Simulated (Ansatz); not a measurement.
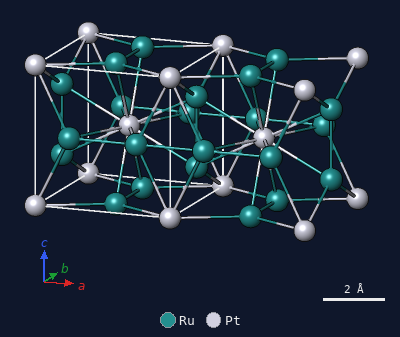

Starting structure of solid Ru3Pt (a generated structure, set up in Pm-3n) (coarse preliminary run). The picture is a ball-and-stick view of the cell of the calculation, repeated 2 × 1 × 1 with one cell outlined, seen slightly off an axis.

Method: DFT PBE, scalar-relativistic, plane waves, PAW in Ansatz 0.2.0.

Input
```yaml
crystal:
  lattice:
    - [4.78595465, 0.0, 0.0]
    - [0.0, 4.78595465, 0.0]
    - [0.0, 0.0, 4.78595465]
  atoms:
    - { symbol: Ru, position: [0.25, 0.0, 0.5] }
    - { symbol: Ru, position: [0.75, 0.0, 0.5] }
    - { symbol: Ru, position: [0.5, 0.25, 0.0] }
    - { symbol: Ru, position: [0.5, 0.75, 0.0] }
    - { symbol: Ru, position: [0.0, 0.5, 0.25] }
    - { symbol: Ru, position: [0.0, 0.5, 0.75] }
    - { symbol: Pt, position: [0.0, 0.0, 0.0] }
    - { symbol: Pt, position: [0.5, 0.5, 0.5] }
basis:
  ecutwfc: 420
kpoints:
  mp_grid: { grid: [4, 4, 4] }
hamiltonian:
  xc: pbe
scf:
  occupations: { method: gaussian, width: 0.1 }
  lower_state_search: "off"
output:
  forces: true
  stress: true
  eigenvalues: true
relax:
  adjacent_minimum: "off"
  f_tol: 0.04
  max_steps: 70
  cell: { stress_tol: 0.4 }
```

Command:
```bash
ansatz run input.yaml --threads 1 --pin off --max-ram 2560MiB --backend cpu --events-out ev --progress --plain --runs-dir out
```

> Where does the relaxation end?

The energy falls by 53.4 meV per atom in 3 accepted moves (4 points after the start). All forces vanish by symmetry, so only the cell relaxes. The pressure goes from 20.36 to −0.08 GPa. The SCF was repeated once at an unchanged geometry on a basis and grid sized afresh for the cell, which shifted the energy by 0.4 meV per atom at most. No atom moves by more than 0.005 Å relative to the cell. Cell: a = b = c 4.786 → 4.888 Å (+2.1 %). Volume +6.6 %. Among the contacts that change: Ru1–Pt7 2.675 → 2.733 Å, Ru1–Ru2 2.393 → 2.444 Å. The space group stays Pm-3n (No. 223).

The structure at the end:

```
Ru Pt
1.0
     4.88848    0.00000    0.00000
     0.00000    4.88848    0.00000
     0.00000    0.00000    4.88848
Ru Pt
6 2
Direct
  0.25000 0.00000 0.50000
  0.75000 0.00000 0.50000
  0.50000 0.25000 0.00000
  0.50000 0.75000 0.00000
  0.00000 0.50000 0.25000
  0.00000 0.50000 0.75000
  0.00000 0.00000 0.00000
  0.50000 0.50000 0.50000
```

After the run, drawn alike:

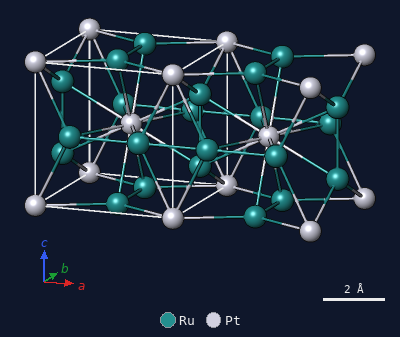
